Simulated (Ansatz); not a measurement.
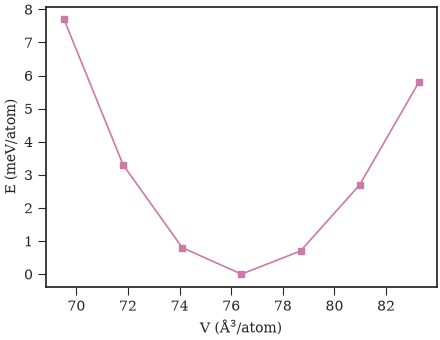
Fig. 1. K (bcc (W type), space group No. 229) under volume change, the program Ansatz at the r²SCAN level (PAW), scaled uniformly.

### Question
What does a third-order Birch–Murnaghan fit give for V₀, B₀ and B′?

### Answer
V₀ = 76.39 Å³/atom, B₀ = 3.4 GPa, B′ = 3.7.

Space group Im-3m (bcc (W type)). The cell was relaxed with r²SCAN under the symmetry of its start; phonons on a q-mesh show no instability.

Potentials: the later of the program's two PAW sets.
